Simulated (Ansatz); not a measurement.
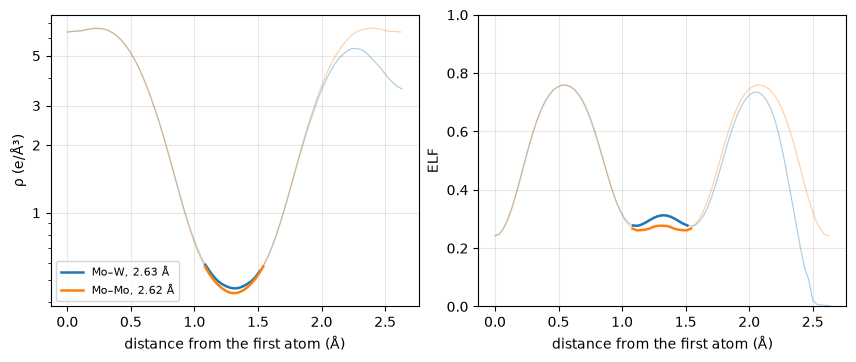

Figure 1: Mo2W. Valence charge density (pseudo) and ELF along straight lines between neighbouring atoms. Thin, pale parts lie inside the atomic spheres.

Space group I4/mmm; a generated structure, not necessarily the stable one; changed on purpose from its base cell (volume × 0.88, shape and atoms relaxed); computed pressure about 46 GPa in this cell; computed without spin polarisation.

The calculation used DFT PBE, scalar-relativistic, plane waves, PAW in Ansatz.

Core electrons are frozen (PAW), and the valence fields are smoothed inside the atomic spheres.

Input

```
crystal:
  lattice:
    - [-1.518055117, 1.518055117, 4.5547611101]
    - [1.518055117, -1.518055117, 4.5547611101]
    - [1.518055117, 1.518055117, -4.5547611101]
  atoms:
    - { symbol: Mo, position: [0.3328869756, 0.3328869756, 0.0] }
    - { symbol: Mo, position: [0.6671130244, 0.6671130244, 0.0] }
    - { symbol: W, position: [0.0, 0.0, 0.0] }
basis:
  ecutwfc: 420
kpoints:
  mp_grid: { grid: [16, 16, 16] }
hamiltonian:
  xc: pbe
scf:
  occupations: { method: gaussian, width: 0.1 }
output:
  forces: true
  stress: true
  eigenvalues: true
  write_density: true
  write_potential: true
  elf: true
  volumetric_format: npy
relax:
  adjacent_minimum: "off"
  f_tol: 0.01
  max_steps: 30
  cell: { stress_tol: 0.1, fix: [volume] }
```

Launched as:

```sh
ansatz run input.yaml --threads 1 --pin off --max-ram 2560MiB --backend cpu --events-out ev --progress --plain --runs-dir out
```

Below, planes, directions and counts refer to the conventional cell (a = 3.04 Å, b = 3.04 Å, c = 9.11 Å, α = 90.00°, β = 90.00°, γ = 90.00°).

The fields are those of the relaxed geometry.

Q: What can be read from the curves?

A: Mo–W (2.63 Å): ρ at the midpoint is about 0.46 e/Å³; the ELF is about 0.30 at the midpoint.
Mo–Mo (2.62 Å): ρ at the midpoint is about 0.44 e/Å³; the ELF is about 0.30 at the midpoint (no shared electron pair shows on this line).
